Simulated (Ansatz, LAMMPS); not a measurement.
# Forces and charges in aqueous K+ and HSO4-, 4.6 mol of salt per kg of water at 300 K (172 atoms), part 2 of 2

Aim: energy, forces, charges and density of states of aqueous K+ and HSO4-, 4.6 mol of salt per kg of water at 300 K (172 atoms) at a fixed geometry.

Ansatz 0.2.0; Kohn-Sham DFT, r2SCAN+D4, PAW (set soft_2), plane waves.

The cell: 64 O, 4 S, 100 H and 4 K. The network of contacts between molecules at the start is that of the classical potential that made the cell. The concentration wasn't checked against solubility and may exceed it. The density was typed from a rule of thumb and may lie off the real one at this temperature. Sampling is at Γ alone, for a cell whose shortest periodic width is 12 Å.

So far. Step 3 (Plane-wave single point): Between -26 and -10 eV lie 156 more states.

**4. Local order**

These statistics describe the geometry on which the runs were made.

Density 1.35 g/cm³, 10.11 Å³ an atom.

g(r), total and by pair (bins of 0.2 Å):

```
r (Å)  total   H-H   H-O   H-K   H-S   O-O   O-K
 0.90   2.51  0.00  5.80  0.00  0.00  0.00  0.00
 1.10   2.18  0.00  5.05  0.00  0.00  0.00  0.00
 1.30   0.00  0.00  0.00  0.00  0.00  0.00  0.00
 1.50   0.44  0.00  0.36  0.00  0.00  0.00  0.00
 1.70   1.45  2.52  1.26  0.00  0.00  0.00  0.00
 1.90   0.59  0.34  1.09  0.00  0.00  0.00  0.00
 2.10   0.49  0.90  0.34  0.00  1.51  0.00  0.00
 2.30   0.70  1.64  0.20  0.00  0.00  0.42  0.00
 2.50   0.73  1.18  0.21  0.00  1.34  1.48  0.00
 2.70   0.87  0.72  0.53  0.73  1.43  2.00  3.32
 2.90   1.00  0.72  0.89  1.61  1.60  1.58  3.62
 3.10   1.04  0.69  1.35  1.94  0.74  0.81  1.98
 3.30   1.27  1.02  1.61  2.38  0.32  0.93  0.50
 3.50   1.09  1.16  1.07  1.56  0.56  0.99  0.88
 3.70   1.11  1.02  1.25  1.13  1.12  0.84  0.40
 3.90   1.01  1.07  1.01  0.68  0.80  0.95  0.53
 4.10   1.08  1.23  0.97  0.94  1.32  1.15  0.48
 4.30   0.94  0.96  0.90  0.18  1.60  0.95  1.31
 4.50   0.99  0.93  1.02  0.60  1.04  1.07  1.31
 4.70   0.96  1.08  0.84  1.24  0.94  0.95  1.22
 4.90   0.99  0.97  0.93  1.29  1.09  1.19  1.34
 5.10   0.96  0.93  0.97  0.79  1.07  0.97  1.16
 5.30   0.93  0.92  0.95  0.80  0.68  0.95  1.06
 5.50   1.03  1.02  1.10  1.31  0.74  0.84  1.08
 5.70   1.01  0.97  1.04  0.96  1.48  0.93  0.91
 5.90   1.00  0.99  1.03  1.09  0.70  0.99  0.93
```

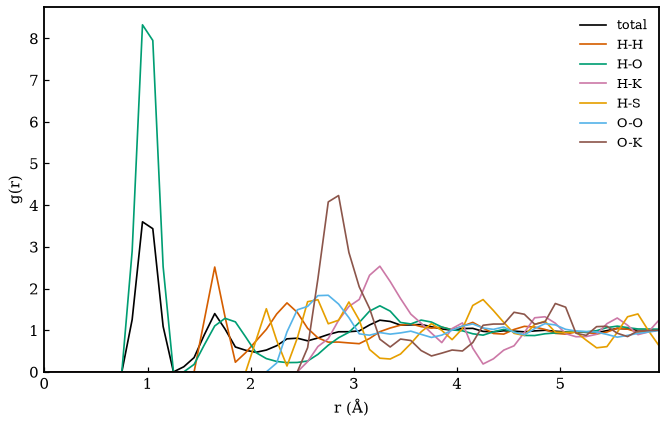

Pair distribution functions, lightly smoothed.

Bonds by pair of elements; cutoffs follow the first minimum of g(r), held within bounds set by covalent radii, and pairs that aren't listed don't count as bonded:

```
pair A-B  cutoff (Å)  bonds  mean length (Å)  spread (Å)  shortest (Å)  B about A  A about B
     H-O        1.21    100                1       0.006         0.962          1       1.56
     O-K        3.38     29             2.90       0.184          2.63      0.453       7.25
     O-S        2.02     16             1.49       0.069          1.42       0.25          4
```

The cutoff for O-K falls short of the minimum of g(r), so counts run low and odd coordinations can be artefacts.

How many atoms have how many bonded neighbours:

```
element  mean    1   2   3  4  7  8
      H     1  100   0   0  0  0  0
      K  7.25    0   0   0  0  3  1
      O  2.27    6  36  21  1  0  0
      S     4    0   0   0  4  0  0
```

Bond angles (no mean is given where the spread exceeds 20°):

```
angle  count  mean (°)  spread (°)
O-K-O     91         -           -
H-O-H     48       110           0
H-O-K     45         -           -
O-S-O     24       109           6
K-O-S      7       126        19.1
```

Hydrogen bonds between water molecules (O–O under 3.5 Å, H–O···O angle under 30°):

```
hydrogen bonds to other water  molecules
                            0          0
                            1          4
                            2         13
                            3         20
                            4         11
```

First shells of the ions:

```
ion  count                 shell  mean number
  K      4  water O within 3.6 A          6.5
```

Bond length by coordination (bonds to H left out):

```
element  coordination  atoms  mean bond length (Å)
      K             7      3                  2.88
      K             8      1                  2.98
      O             1      6                  1.45
      O             2      9                  2.04
      O             3     21                  2.86
      O             4      1                  2.93
```

The 48 water molecules hold 2.79 hydrogen bonds each to other water on average, with a mean O–O distance of 2.81 Å. Ion shells in this frame: K 6.5 (water O within 3.6 Å).

A closer look about S2, which bears the longest force: 11 atoms, nearest first, numbered in the order of the input, with positions taken from that point.

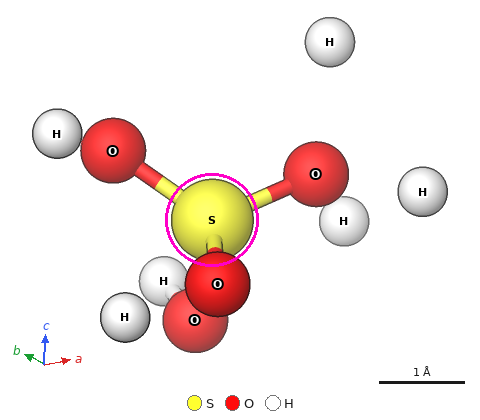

The atoms of the table, within 2.7 Å (arrows a, b, c point along x, y, z); some may hide others; the central atom is ringed.

```
atom      x      y      z  distance (Å)  bonds  Löwdin charge (e)     Fx     Fy  Fz (eV/Å)
  S2   0.00   0.00   0.00          0.00      4               2.52  -2.34   1.14      -3.95
  O3   1.36  -0.16   0.41          1.43      1              -0.73   1.35  -0.88       1.31
  O4  -0.75   1.05   0.67          1.45      1              -0.75  -0.29  -0.90       0.71
  O5  -0.75  -1.23  -0.32          1.47      2              -0.75   1.82   0.76       1.12
  O1   0.26   0.62  -1.48          1.62      3              -0.70   0.16   1.24       0.46
  H6   0.48   1.61  -1.32          2.14      1               0.39  -0.77  -1.08      -0.49
 H63   1.62   0.05   1.97          2.55      1               0.39   0.15  -0.46       1.08
 H53   1.73  -1.84   0.64          2.61      1               0.38   1.05  -1.29       0.24
H116   2.47   0.78  -0.63          2.66      1               0.39   1.65   0.56       0.14
 H69  -2.27   0.05   1.41          2.68      1               0.38  -1.38  -0.01       1.07
H167  -2.25  -1.49  -0.42          2.74      1               0.39  -1.24   0.39      -0.58
```

The column of bonds counts only the pairs H-O within 1.21 Å, O-K within 3.38 Å, O-S within 2.02 Å; other neighbours, such as metal atoms beside each other in a compound, aren't counted, and periodic images can show an atom twice.

**5. Results**

- free energy per atom: -277.8870 eV/atom
- pressure: -2.859 GPa
- r.m.s. force component: 0.7552 eV/Å
- gap (highest filled to lowest empty level): 4.97 eV
- wall time of the 1 DFT run: 39 s

**Reading.** Between filled and empty levels lie 4.97 eV (at Γ alone); a semilocal functional tends to put such gaps too low. In a disordered cell it changes from sample to sample and from frame to frame. The 48 water molecules hold 2.79 hydrogen bonds each to other water on average, with a mean O–O distance of 2.81 Å.

Caveats: The force components of 0.76 eV/Å r.m.s. hold both thermal displacement and the mismatch between the potential that made the cell and DFT, above all in bond lengths inside molecules. The pressure of -2.9 GPa is that of one thermal frame, in which the classical model's bond lengths enter as well as the volume, without the kinetic term and with the strain of bonds inside molecules.

[Logs are printed without paths, hosts, clocks, repeated set-up lines and the standing remarks that a program may print on its own settings, such as how far it seeks lower states.]

[Hosts, paths, dates, database ids (printed as entryN), source tags and the programs' standing remarks are cut or masked in the printed files.]
